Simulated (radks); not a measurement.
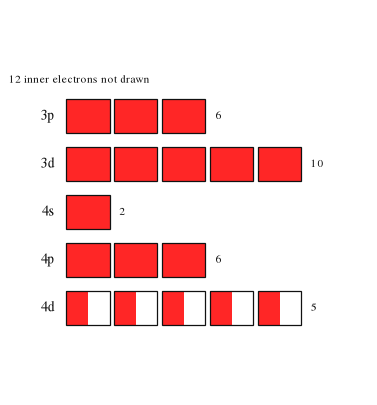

Fig. 1: The outer shells as the input fills them: a box for each of the 2l + 1 orbitals, shaded by the share of the shell that is filled, with the electron count at the right.

**Atomic calculation, with input and output: Mo⁺**

- system: the Mo⁺ ion in the configuration [Kr] 4d5 (high spin).
- method: scalar-relativistic Kohn-Sham, r2SCAN, spin-polarised, spherical densities, finite nucleus (the in-house radial solver radks)

The input:
```
Z 42
configuration [Kr] 4d5
relativity scalar-relativistic
functional r2scan,r2scan
spin polarised
nucleus finite rms 4.4091 fm
c 137.035999084
mesh_step 0.03
max_iterations 94
```

Energies in input and log are in hartree, lengths in bohr (the nuclear radius in fm).

The run was one of a batch that the task file lists, launched with:
```bash
python <driver script> task.json out
```

The program's output:
```
1s      1   1.0000        -730.27347056
2s      1   1.0000        -103.78222743
2p      1   3.0000         -92.70546307
3s      1   1.0000         -18.04197968
3p      1   3.0000         -14.37865636
3d      1   5.0000          -8.43994744
4s      1   1.0000          -2.71165486
4p      1   3.0000          -1.74538748
4d      1   5.0000          -0.42586899
1s      2   1.0000        -730.27498769
2s      2   1.0000        -103.75545635
2p      2   3.0000         -92.68644951
3s      2   1.0000         -18.03396610
3p      2   3.0000         -14.36803752
3d      2   5.0000          -8.41881681
4s      2   1.0000          -2.58520281
4p      2   3.0000          -1.59996130
4d      2   0.0000          -0.24550024
Etot -4049.0868557594886
Ekin 4175.02482678971
Encl -9748.894122589483
Eh 1648.7986201204135
Exc -124.0161800801286
err 1.126305856401909e-06
it 11
```

Outcome:

- outcome: converged
- total energy: −4049.0869 hartree
- kinetic energy: 4175.0248 hartree
- electron–nucleus energy: −9748.8941 hartree
- Hartree energy: 1648.7986 hartree
- exchange–correlation energy: −124.016180 hartree
- radius at density 0.001 e/bohr³: 3.91 bohr
- SCF iterations: 11
- hardware: 1 thread of Intel Xeon, 163 GiB of memory available, shared host

What is odd here:

A numerical setting was moved from its usual value: mesh step h = 0.03. The program ran to the end. Its total energy differs from that of the same run with the usual input (−4049.08688 hartree) by +2.6×10⁻⁵ hartree, a small shift.
